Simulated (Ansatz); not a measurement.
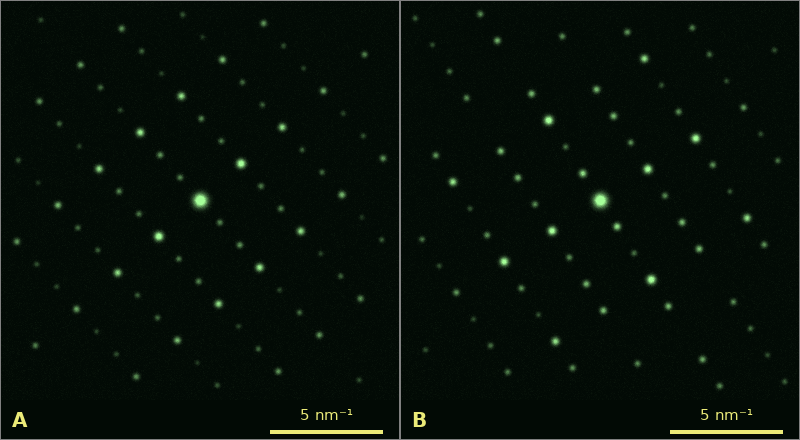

Kinematic electron diffraction patterns (120 kV, B = 0.5 Å², same scale, each along a low-index zone) of two structures of composition K3Cl, each relaxed at zero pressure with DFT PBE, scalar-relativistic, plane waves, PAW in Ansatz.

The structures (standard cells):
1. P6_3/mcm (No. 193), a = 8.122 Å, c = 7.804 Å (hexagonal axes), 8 atoms; generated start, possibly hypothetical
2. P6_3/mcm (No. 193), a = 8.541 Å, c = 8.093 Å (hexagonal axes), 8 atoms; generated start, possibly hypothetical

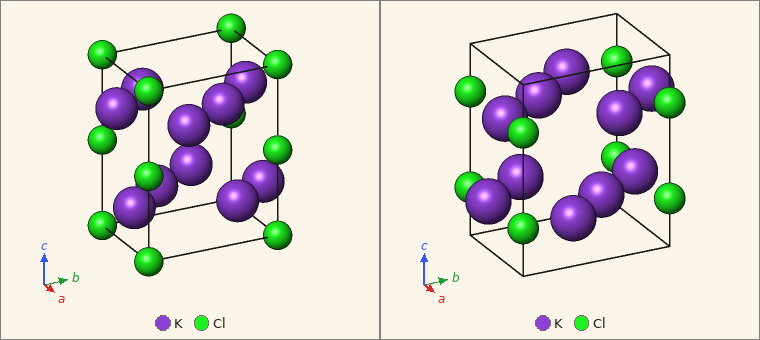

Drawings of the structures 1 to 2, from left to right (each may span several cells).

### Which pattern belongs to which structure, and along which zone?

A is structure 2 along [100] or an equivalent direction: rectangular net of 0 1 0 at d = 7.40 Å and 0 0 2 at d = 4.05 Å, 90.0° apart (some points of this net are extinct or too weak to see). B is structure 1 along [100] or an equivalent direction: rectangular net of 0 1 0 at d = 7.03 Å and 0 0 2 at d = 3.90 Å, 90.0° apart (some points of this net are extinct or too weak to see).

### Rank the structures by their computed energy.

Structure 1 (P6_3/mcm, 55.73 Å³ an atom) is the lowest of these; structure 2 (P6_3/mcm, 63.91 Å³ an atom) lies about 110 meV an atom higher. These are static energies at 0 K; other structures, not shown, may lie lower still.
